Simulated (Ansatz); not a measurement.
System: CH₅Ga.

Input file:

```
crystal:
  periodic: [false, false, false]
  atoms:
    - { symbol: Ga, position_ang: [0.31917, 0.007924, 0.014973] }
    - { symbol: C, position_ang: [1.067622, -0.040626, 1.823268] }
    - { symbol: H, position_ang: [0.466495, -0.199518, 2.731371] }
    - { symbol: H, position_ang: [1.851383, -0.814193, 1.770423] }
    - { symbol: H, position_ang: [1.601517, 0.920639, 1.914453] }
    - { symbol: H, position_ang: [1.80043, 0.216998, -0.412537] }
    - { symbol: H, position_ang: [-1.049216, -0.091225, -0.704251] }
basis:
  gaussian: { orbitals: def2-SVP }
hamiltonian:
  xc: pbe0
relax:
  f_tol: 0.03
  max_steps: 50
output:
  orbitals: {}
```

Command:

```sh
ansatz run input.yaml --threads 1 --pin off --max-ram 2048MiB --backend cpu --events-out ev --progress --plain --runs-dir out
```

The fields are those of the run's last geometry, not of the input's.

Computed with Ansatz, RKS PBE0/def2-SVP.

What can the converged electron density and electron localisation function tell about the bonding?

Answer. C–Ga (1.97 Å): the density is about 0.78 e/Å³ at the midpoint; the ELF peaks at about 0.90 in the valence shell of C, 0.7 Å from its nucleus, and is about 0.55 at the midpoint.
C–H (1.10 Å): ρ at the midpoint is about 1.9 e/Å³; the ELF climbs to about 1 towards the hydrogen, as it does in any bond to H; an ordinary covalent bond to hydrogen.
Ga–H (1.58 Å): ρ is about 0.96 e/Å³ halfway; the ELF climbs to about 1 towards the hydrogen.

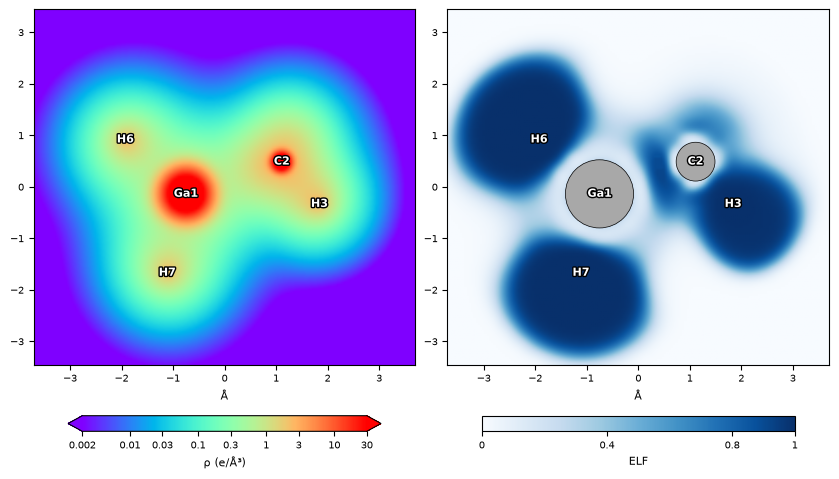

Computed electron density and electron localisation function on the plane of atoms Ga1, C2 and H3, in this order. Grey discs cover the atomic cores in the ELF map. 
